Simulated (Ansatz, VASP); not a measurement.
# Cross-check of C (Diamond) between VASP and Ansatz

Wanted: the spread between two codes on one cell, functional and k mesh. Valence electrons are named where the data sets of a main pair hold unlike numbers.

Main program and level: Ansatz 0.2.0; plane waves, with VASP 6.6.1 beside it; band structure at PBE.

### 1. Starting point

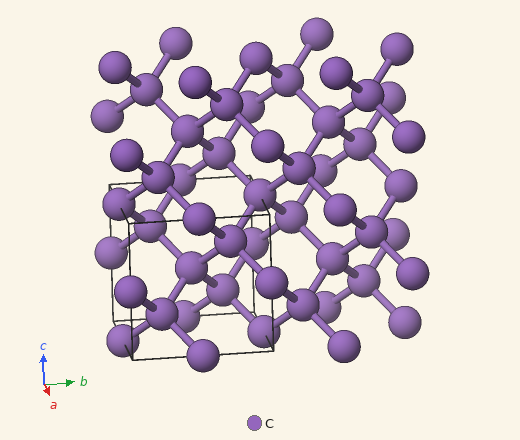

The starting structure, seen slightly off an axis (carbon purple). 1×2×2 cells are drawn. This picture shows the conventional cell, with its axes. Some periodic images of atoms are drawn too.

Coordinates:

```xyz
2
Lattice="0.0000 1.7834 1.7834 1.7834 0.0000 1.7834 1.7834 1.7834 0.0000" Properties=species:S:1:pos:R:3 pbc="T T T"
C     0.0000    0.0000    0.0000
C     0.8917    0.8917    0.8917
```

### 2. VASP: band structure, PBE

Levels along a path test the potential and the projectors away from the mesh points.

Lines of VASP's logs that name or quote its potential files are left out, and so is its time.

The input, INCAR:

```
SYSTEM = C
PREC = Accurate
ENCUT = 440
EDIFF = 1E-08
NELM = 100
ISMEAR = 0
SIGMA = 0.01
LREAL = .FALSE.
ALGO = Normal
GGA = PE
NBANDS = 10
LORBIT = 11
LWAVE = .TRUE.
LCHARG = .FALSE.
KPAR = 8
```

The input, POSCAR:

```
C
1.0
    0.0000000000      1.7833700000      1.7833700000
    1.7833700000      0.0000000000      1.7833700000
    1.7833700000      1.7833700000      0.0000000000
C
2
Direct
    0.0000000000      0.0000000000      0.0000000000
    0.2500000000      0.2500000000      0.2500000000
```

The input, KPOINTS:

```
Automatic mesh
0
Gamma
8 8 8
0 0 0
```

The input, KPOINTS_OPT:

```
Line mode
12
Line-mode
Reciprocal
  0.00000000   0.00000000   0.00000000 GAMMA
  0.50000000   0.00000000   0.50000000 X

  0.50000000   0.00000000   0.50000000 X
  0.50000000   0.25000000   0.75000000 W

  0.50000000   0.25000000   0.75000000 W
  0.37500000   0.37500000   0.75000000 K

  0.37500000   0.37500000   0.75000000 K
  0.00000000   0.00000000   0.00000000 GAMMA

  0.00000000   0.00000000   0.00000000 GAMMA
  0.50000000   0.50000000   0.50000000 L

  0.50000000   0.50000000   0.50000000 L
  0.62500000   0.25000000   0.62500000 U

  0.62500000   0.25000000   0.62500000 U
  0.50000000   0.25000000   0.75000000 W

  0.50000000   0.25000000   0.75000000 W
  0.50000000   0.50000000   0.50000000 L

  0.50000000   0.50000000   0.50000000 L
  0.37500000   0.37500000   0.75000000 K

  0.62500000   0.25000000   0.62500000 U
  0.50000000   0.00000000   0.50000000 X
```

Potentials, in the order of the species: C_GW (PBE family, release 64).

Command:

```console
$ mpirun -np 8 vasp_std
```

Numbers of over 12 decimals in the logs are rounded to 6 here.

The log of the run:

```text
[banner, memory and clock lines left out]
running    8 mpi-ranks, on    1 nodes
 distrk:  each k-point on    1 cores,    8 groups
 distr:  one band on    1 cores,    1 groups

 POSCAR found type information on POSCAR C
 POSCAR found :  1 types and       2 ions
|                                                                             |
|           W    W    AA    RRRRR   N    N  II  N    N   GGGG   !!!           |
|           W    W   A  A   R    R  NN   N  II  NN   N  G    G  !!!           |
|           W    W  A    A  R    R  N N  N  II  N N  N  G       !!!           |
|           W WW W  AAAAAA  RRRRR   N  N N  II  N  N N  G  GGG   !            |
|           WW  WW  A    A  R   R   N   NN  II  N   NN  G    G                |
|           W    W  A    A  R    R  N    N  II  N    N   GGGG   !!!           |
|                                                                             |
|     For optimal performance we recommend to set                             |
|       NCORE = 2 up to number-of-cores-per-socket                            |
|     NCORE specifies how many cores store one orbital (NPAR=cpu/NCORE).      |
|     This setting can greatly improve the performance of VASP for DFT.       |
|     The default, NCORE=1 might be grossly inefficient on modern             |
|     multi-core architectures or massively parallel machines. Do your        |
|     Unfortunately you need to use the default for GW and RPA                |
|     calculations (for HF NCORE is supported but not extensively tested      |
|     yet).                                                                   |
|                                                                             |

 LDA part: xc-table for (Slater+PW92), standard interpolation
 POSCAR, INCAR and KPOINTS ok, starting setup
 FFT: planning ... GRIDC
 FFT: planning ... GRID_SOFT
 FFT: planning ... GRID
 WAVECAR not read
 entering main loop
       N       E                     dE             d eps       ncg     rms          rms(c)
DAV:   1     0.127075435559E+02    0.12708E+02   -0.44969E+03   580   0.729E+02
DAV:   2    -0.180607810475E+02   -0.30768E+02   -0.28329E+02   744   0.182E+02
DAV:   3    -0.188159473365E+02   -0.75517E+00   -0.75220E+00   732   0.219E+01
DAV:   4    -0.188179919196E+02   -0.20446E-02   -0.20444E-02   676   0.122E+00
DAV:   5    -0.188179979223E+02   -0.60027E-05   -0.60026E-05   678   0.675E-02    0.479E+00
DAV:   6    -0.183300947088E+02    0.48790E+00   -0.26585E-01   804   0.502E+00    0.263E+00
DAV:   7    -0.181636237396E+02    0.16647E+00   -0.30787E-01   824   0.518E+00    0.359E-01
DAV:   8    -0.181651540870E+02   -0.15303E-02   -0.63039E-03   602   0.834E-01    0.498E-02
DAV:   9    -0.181652198731E+02   -0.65786E-04   -0.89444E-05   748   0.110E-01    0.175E-02
DAV:  10    -0.181652360486E+02   -0.16176E-04   -0.15149E-05   610   0.391E-02    0.155E-03
DAV:  11    -0.181652363103E+02   -0.26167E-06   -0.33956E-07   756   0.601E-03    0.390E-04
DAV:  12    -0.181652363905E+02   -0.80159E-07   -0.66412E-09   606   0.102E-03    0.277E-05
DAV:  13    -0.181652363927E+02   -0.22325E-08   -0.44810E-11   336   0.843E-05
   1 F= -.18165236E+02 E0= -.18165236E+02  d E =-.458278E-59
 Start KPOINTS_OPT (optional k-point list driver)
k-point batch [1-29\120]
       N       E                     dE             ncg
DAV:   1     0.107299074866E+04   -0.95060E+04      590
DAV:   2     0.192399911306E+03   -0.88059E+03      728
DAV:   3     0.174113827229E+03   -0.18286E+02      744
DAV:   4     0.174058853050E+03   -0.54974E-01      636
DAV:   5     0.174058687068E+03   -0.16598E-03      702
DAV:   6     0.174058686258E+03   -0.81036E-06      650
DAV:   7     0.174058686252E+03   -0.61721E-08      734
[...]
k-point batch [117-120\120]
       N       E                     dE             ncg
DAV:   1     0.988599766855E+04   -0.15250E+04       80
DAV:   2     0.978930962798E+04   -0.96688E+02      106
DAV:   3     0.978812274406E+04   -0.11869E+01      116
DAV:   4     0.978812108949E+04   -0.16546E-02       96
DAV:   5     0.978812108700E+04   -0.24919E-05       96
DAV:   6     0.978812108700E+04   -0.15389E-08      102
 writing wavefunctions
```

From OUTCAR (step 2):

```text
ion  position               nearest neighbor table
   1  0.000  0.000  0.000-   2 1.54   2 1.54   2 1.54   2 1.54
   2  0.250  0.250  0.250-   1 1.54   1 1.54   1 1.54   1 1.54

  LATTYP: Found a face centered cubic cell.
 ALAT       =     3.5667400000

 Subroutine GETGRP returns: Found 48 space group operations
 (whereof 24 operations were pure point group operations)

The static configuration has the point symmetry T_d .
 The point group associated with its full space group is O_h .

 Found     29 irreducible k-points:

   k-points           NKPTS =     29   k-points in BZ     NKDIM =     29   number of bands    NBANDS=     10

   dimension x,y,z NGX =    18 NGY =   18 NGZ =   18
   dimension x,y,z NGXF=    36 NGYF=   36 NGZF=   36

   ENCUT  =  440.0 eV  32.34 Ry    5.69 a.u.   4.31  4.31  4.31*2*pi/ulx,y,z

   NELECT =       8.0000    total number of electrons

 k-points in reciprocal lattice and weights: Automatic mesh
   0.00000000  0.00000000  0.00000000       0.002
   0.12500000  0.00000000  0.00000000       0.016
   0.25000000  0.00000000  0.00000000       0.016
   0.37500000  0.00000000  0.00000000       0.016
   0.50000000  0.00000000  0.00000000       0.008
   0.12500000  0.12500000  0.00000000       0.012
   0.25000000  0.12500000  0.00000000       0.047
   0.37500000  0.12500000  0.00000000       0.047
   0.50000000  0.12500000  0.00000000       0.047
[...]
-0.37500000  0.50000000  0.12500000       0.023
  -0.25000000  0.50000000  0.25000000       0.012

 average (electrostatic) potential at core
       1 -45.3637       2 -45.3637

 E-fermi :   9.8740

 k-point     1 :       0.0000    0.0000    0.0000
  band No.  band energies     occupation
      1     -11.7117      2.00000
      2       9.7616      2.00000
      3       9.7616      2.00000
      4       9.7616      2.00000
      5      15.3547      0.00000
      6      15.3547      0.00000
      7      15.3547      0.00000
      8      23.0803      0.00000
      9      29.0581      0.00000
    ...

 k-point     2 :       0.1250    0.0000    0.0000
  band No.  band energies     occupation
      1     -11.2797      2.00000
      2       7.3575      2.00000
      3       9.1125      2.00000
      4       9.1125      2.00000
      5      16.2139      0.00000
      6      16.2139      0.00000
      7      16.6402      0.00000
      8      23.4503      0.00000
      9      29.7104      0.00000
    ...

 k-point     3 :       0.2500    0.0000    0.0000
  band No.  band energies     occupation
      1      -9.9971      2.00000
      2       3.1782      2.00000
      3       8.0195      2.00000
      4       8.0195      2.00000
      5      17.5539      0.00000
      6      17.5539      0.00000
      7      17.9062      0.00000
      8      24.3944      0.00000
      9      30.4784      0.00000
    ...

  Total       -0.2796796     -0.2796796     -0.2796796      0.0000000      0.0000000     -0.0000000
  in kB      -39.5018108    -39.5018108    -39.5018108      0.0000000      0.0000000     -0.0000000
  external PRESSURE =     -39.5018108 kB  Pullay stress =       0.0000000 kB

  energy-cutoff  :      440.00
  volume of cell :       11.34
      direct lattice vectors                 reciprocal lattice vectors
     0.000000000  1.783370000  1.783370000    -0.280368067  0.280368067  0.280368067
     1.783370000  0.000000000  1.783370000     0.280368067 -0.280368067  0.280368067
     1.783370000  1.783370000  0.000000000     0.280368067  0.280368067 -0.280368067

 POSITION                                       TOTAL-FORCE (eV/Angst)
 -----------------------------------------------------------------------------------
      0.00000      0.00000      0.00000         0.000000      0.000000      0.000000
      0.89168      0.89168      0.89168        -0.000000     -0.000000     -0.000000
 -----------------------------------------------------------------------------------
    total drift:                               -0.000000     -0.000000     -0.000000

  FREE ENERGIE OF THE ION-ELECTRON SYSTEM (eV)
  ---------------------------------------------------
  free  energy   TOTEN  =       -18.1652363927 eV

  energy  without entropy=      -18.1652363927  energy(sigma->0) =      -18.16523639

 total charge
# of ion       s       p       d       tot
------------------------------------------
    1        0.802   1.714   0.000   2.516
    2        0.802   1.714   0.000   2.516
--------------------------------------------------
tot          1.605   3.427   0.000   5.032

[... 3 further parts left out ...]
```

The run ends at a pressure of -3.95 GPa.

### 3. Ansatz: band structure, PBE

Ansatz runs on its default PAW (the set named soft_2) files.

The same cell, functional, mesh and smearing now go to Ansatz, which takes its cutoff from its data sets.

The input, input.yaml:

```yaml
crystal:
  lattice:
    - [0.0, 1.78337, 1.78337]
    - [1.78337, 0.0, 1.78337]
    - [1.78337, 1.78337, 0.0]
  atoms:
    - { symbol: C, position: [0.0, 0.0, 0.0] }
    - { symbol: C, position: [0.25, 0.25, 0.25] }
hamiltonian:
  xc: pbe
  pseudopotentials: { kind: paw }
kpoints:
  mp_grid: { grid: [8, 8, 8] }
  band_path:
    path:
      - [0.0, 0.0, 0.0]
      - [0.18182, 0.0, 0.18182]
      - [0.36364, 0.0, 0.36364]
      - [0.5, 0.0, 0.5]
      - [0.5, 0.09091, 0.59091]
      - [0.5, 0.18182, 0.68182]
      - [0.5, 0.25, 0.75]
      - [0.45455, 0.29545, 0.75]
      - [0.40909, 0.34091, 0.75]
      - [0.375, 0.375, 0.75]
      - [0.20455, 0.20455, 0.40909]
      - [0.06818, 0.06818, 0.13636]
      - [0.04545, 0.04545, 0.04545]
      - [0.22727, 0.22727, 0.22727]
      - [0.40909, 0.40909, 0.40909]
      - [0.51136, 0.47727, 0.51136]
      - [0.55682, 0.38636, 0.55682]
      - [0.60227, 0.29545, 0.60227]
      - [0.61364, 0.25, 0.63636]
      - [0.56818, 0.25, 0.68182]
      - [0.51136, 0.25, 0.73864]
      - [0.5, 0.29545, 0.70455]
      - [0.5, 0.38636, 0.61364]
      - [0.5, 0.47727, 0.52273]
      - [0.47727, 0.47727, 0.54545]
      - [0.43182, 0.43182, 0.63636]
      - [0.38636, 0.38636, 0.72727]
      - [0.60227, 0.20455, 0.60227]
      - [0.55682, 0.11364, 0.55682]
      - [0.5, 0.0, 0.5]
    npoints: 1
scf:
  occupations: { method: gaussian, width: 0.01 }
  n_extra_bands: 7
output:
  forces: true
  stress: true
  eigenvalues: true
  write_density: true
  write_potential: true
  elf: true
  volumetric_format: npy
```

Command:

```console
$ ansatz run input.yaml --threads 2 --pin off --max-ram 4608MiB --backend cpu --events-out ev --progress --plain --runs-dir out
```

The log of the run:

```text
scf.n_extra_bands = 7 over 4 filled bands (N_el = 8.0): the run solves 11 bands
Engine: ansatz 0.2.0, aarch64-unknown-linux-gnu
Pseudopotentials: kind: paw
Pseudopotential: C, paw, valence charge 4, recommended cutoff 420 eV (normal), C.paw.azcp
Functional definition: PBE
  parameter kappa = 0.804
  parameter beta = 0.066725
  exchange = pbe_x(kappa = kappa, mu = beta*pi^2/3)
  correlation = pbe_c(beta = beta)
Crystal: 2 atoms, lattice volume = 11.344 Å³
Basis set: ecut = 420 eV, 229 PW (Γ), exchange–correlation on 36×36×36 points (8 copies of the dense FFT grid, shifted against one another)
Bands: 11, of which v1, the nominal top of the filled ones, is band 4 counted from 1 (3 counted from 0)
Symmetry: 48 space group operations
Space group: Fd-3m (ITA 227), of the structure as read, at distance tolerance 2.2e-5 Å
k-points: 29 of 512
Non-local potential: C, projectors of the file, l = 0: 2, l = 1: 2, l = 2: 1
PAW form: soft (Blöchl's): semilocal exchange-correlation on the pseudo side does not see the compensation charge
PAW one-centre angular grid: C, 110 points (default); XC on 64 Gauss nodes
Initial density: superposition of atomic densities (neutral atoms: chi_scale 0, normalization atom), corrected by the library's trained network
Initial wavefunctions: pseudopotential atomic-orbital guess
Functional: x = pbe(κ = 0.804, μ = 0.219515), c = pbe(β = 0.066725)
SCF iter   1: F=—  HF=-501.614547 eV  |F-HF|=—  |Δ(HF+E_count)|=         —  Δρ=1.70e-3  dr2=7.56e-5  ethr=1.77e-3  ⟨swp⟩=5.6  Hψ=1834  notcnv=0
preconditioner: auto → none  [insulator: Δε(μ)=4.149 eV  Ē_g=24.996 eV  σ=0.010 eV  W_gap=1.00  n_scr=0 (ndim 8)  ℏωp=31.2 eV  f_vac=0.000  D(μ)=0.00/eV (n_scr^D=0)  ε∞_Penn≈2.6]
SCF iter   2: F=—  HF=-501.614573 eV  |F-HF|=—  |Δ(HF+E_count)|=   2.62e-5  Δρ=9.64e-4  dr2=3.50e-5  ethr=9.45e-7  ⟨swp⟩=2.1  Hψ=781  notcnv=0  defer=66
SCF iter   3: F=—  HF=-501.614623 eV  |F-HF|=—  |Δ(HF+E_count)|=   5.01e-5  Δρ=3.31e-4  dr2=8.88e-6  ethr=4.38e-7  ⟨swp⟩=2.0  Hψ=501  notcnv=0  defer=66
SCF iter   4: F=—  HF=-501.614620 eV  |F-HF|=—  |Δ(HF+E_count)|=   2.70e-6  Δρ=1.15e-4  dr2=1.11e-6  ethr=1.11e-7  ⟨swp⟩=1.6  Hψ=313  notcnv=0  defer=66
iter 5 did not close the SCF: its close was put off for the readings that it lacked (scf_convergence_deferred on its scf_iter line)
SCF iter   5: F=-501.614620 eV  HF=-501.614620 eV  |F-HF|=3.22e-10  |Δ(HF+E_count)|=   4.09e-7  Δρ=5.08e-6  dr2=2.58e-9  ethr=1.38e-8  ⟨swp⟩=2.0  Hψ=364  notcnv=0  defer=66
SCF iter   6: F=-501.614620 eV  HF=-501.614620 eV  |F-HF|=2.29e-10  |Δ(HF+E_count)|=  3.85e-10  Δρ=2.54e-6  dr2=6.10e-10  ethr=3.23e-11  ⟨swp⟩=7.1  Hψ=1590  notcnv=0
SCF 1 converged in 6 iterations: F = -501.614620 eV  dr2 = 6.10e-10
  greatest PAW one-centre occupation: 0.644 electrons in one spin orbital (limit 2), on the C atom at site 1 (counted from 0), in its partial waves of l = 0
NSCF: frozen V_eff on 30 k-points
SCF converged after 6 iterations
Free energy (F): -501.614620 eV
Harris-Foulkes:  -501.614620 eV  (|F-HF|=2.29e-10)
Internal energy: -501.614620 eV  (E = F + TS)
E sigma→0 (E₀):  -501.614620 eV
Fermi energy:    15.386862 eV
--- Per-component energies (eV) ---
  E_band       = 34.710014
  E_kinetic    = 184.543296
  E_local      = -122.406064  (includes V_loc(G=0)·N_el)
  E_nonlocal   = 53.314097
  E_hartree    = 26.771030
  E_xc         = -97.431295
  E_vxc        = -120.956970  (∫ρ·V_xc dr)
  E_paw        = -198.444337  (= ΣΔE_a)
  E_vpaw       = -13.326648  (= ΣTr[D̂ρ^β])
  E_aug_tail   = 0.000018  (compensation charges beyond the density's cutoff)
  E_ewald      = -347.961363
  E_smearing   = -0.000000  (= −TS)
  E_closure    = -0.000000  (closes the sum)
  Σ components = -501.614620   (vs F -501.614620, Δ=0.00e0)
--- Forces (eV/Å), atoms counted from 1 ---
  atom   1  C      0.00000000    -0.00000000    -0.00000000
  atom   2  C      0.00000000    -0.00000000    -0.00000000
  max |Σ_I F_I| component: 9.71e-17 eV/Å
--- Stress (GPa, compression-positive) ---
        1.788952       0.000000      -0.000000
       -0.000000       1.788952      -0.000000
        0.000000      -0.000000       1.788952
  P = ⅓ Tr σ = 1.7890 GPa (17.890 kbar)
--- Band table (eV; the first three rows and the last of 29) ---
  k-point 0: bands = [-8.1623, 13.3169, 13.3169, 13.3169, 18.9107, 18.9107, 18.9107, 26.5949, ... 3 higher]
  k-point 1: bands = [-7.7303, 10.9000, 12.6636, 12.6636, 19.7686, 19.7686, 20.1939, 26.9668, ... 3 higher]
  k-point 2: bands = [-6.4476, 6.7233, 11.5668, 11.5668, 21.1105, 21.1105, 21.4552, 27.9172, ... 3 higher]
  k-point 28: bands = [1.3399, 1.3399, 4.9895, 4.9895, 23.9399, 23.9399, 25.6204, 25.6204, ... 3 higher]
```

Run time: 0.66 s. Hardware: 2 threads of Arm Neoverse N1, shared host; peak memory 0.23 GiB; 0.95 s of CPU time.

### 4. Side by side

Known differences besides the potentials themselves: the cutoff is 420 eV in Ansatz and 440 eV in VASP; VASP leaves aspherical gradient terms in its spheres out (LASPH is not set), Ansatz keeps them. Total energies have different zeros and are not compared.

The two programs side by side:

```tsv
quantity	Ansatz	VASP	difference
gap over the path points (eV)	4.136	4.130	+0.005
```

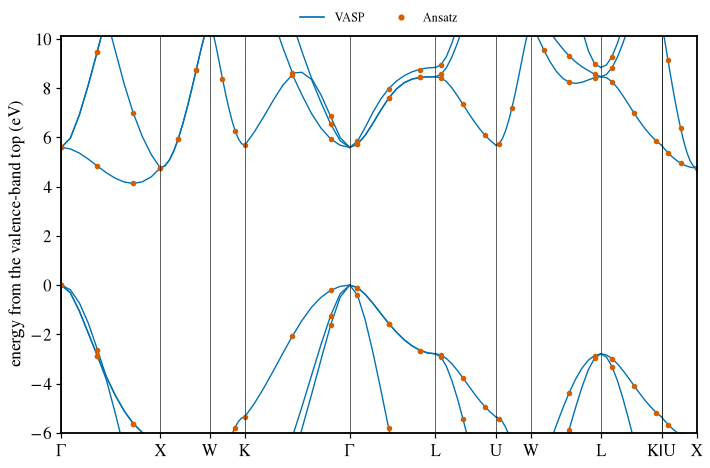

Bands from VASP (lines) and levels from Ansatz (dots). Dots without a line are higher empty bands that the VASP plot leaves out.

Levels at points of the path, from each program's valence-band top (eV; 3 filled, then empty):

```tsv
k (reciprocal lattice)	Ansatz	VASP
0.000 0.000 0.000	0.00 0.00 0.00 5.59 5.59 5.59	0.00 0.00 0.00 5.59 5.59 5.59
0.182 0.000 0.182	-2.88 -2.88 -2.62 4.84 9.48 9.48	-2.87 -2.87 -2.61 4.84 9.49 9.49
0.364 0.000 0.364	-8.20 -5.64 -5.64 4.14 6.99 14.84	-8.20 -5.63 -5.63 4.13 6.99 14.85
0.500 0.000 0.500	-12.77 -6.31 -6.31 4.77 4.77 16.80	-12.76 -6.29 -6.29 4.76 4.76 16.81
0.500 0.091 0.591	-12.58 -6.91 -6.91 5.95 5.95 16.17	-12.57 -6.89 -6.89 5.94 5.94 16.18
0.500 0.182 0.682	-12.15 -7.97 -7.97 8.75 8.75 14.05	-12.15 -7.96 -7.96 8.75 8.75 14.06
0.500 0.250 0.750	-11.98 -8.33 -8.33 10.62 10.62 12.30	-11.97 -8.31 -8.31 10.63 10.63 12.32
0.455 0.295 0.750	-11.66 -8.91 -7.15 8.38 10.85 13.03	-11.66 -8.90 -7.14 8.38 10.86 13.04
0.409 0.341 0.750	-11.71 -9.24 -5.79 6.26 10.77 14.03	-11.70 -9.23 -5.77 6.26 10.78 14.04
0.375 0.375 0.750	-11.74 -9.32 -5.37 5.68 10.74 14.36	-11.73 -9.31 -5.36 5.68 10.75 14.37
```

Among the levels compared at these points, filled levels agree within 23 meV and empty ones within 15 meV. Not compared: the pressure (VASP's GW data sets at this cutoff don't carry it).

### 5. Further runs

Further runs change the set-up of one program: Ansatz's method, potentials or start, or VASP's data sets, cutoff or form of LDA. The table gives that difference for each run.

```tsv
run	gap over the path points (eV)
as above	0.0053
Ansatz's larger PAW set (cutoff 800 eV)	0.0058
norm-conserving potentials (cutoff 1116 eV)	0.0094
```

### 6. What came out

```json
{
 "largest difference of a filled level at the path points (band structure, PBE)": "23 meV"
}
```

What this shows: The largest difference of a filled level at the path points is 23 meV (band structure, PBE), within the 80 meV picked in this series as the mark of a large difference. Band structure, PBE, norm-conserving potentials (cutoff 1116 eV): the difference in gap over the path points goes from 0.0053 to 0.0094 eV. How closely two codes agree says nothing of how well the functional describes the real material.

[Lines on the potential files, build, host, timing and source positions are cut from VASP's logs without a mark.]

[Logs are printed without paths, hosts, clocks, repeated set-up lines and the standing remarks that a program may print on its own settings, such as how far it seeks lower states.]

[Hosts, paths, dates, database ids (printed as entryN), source tags and the programs' standing remarks are cut or masked in the printed files.]
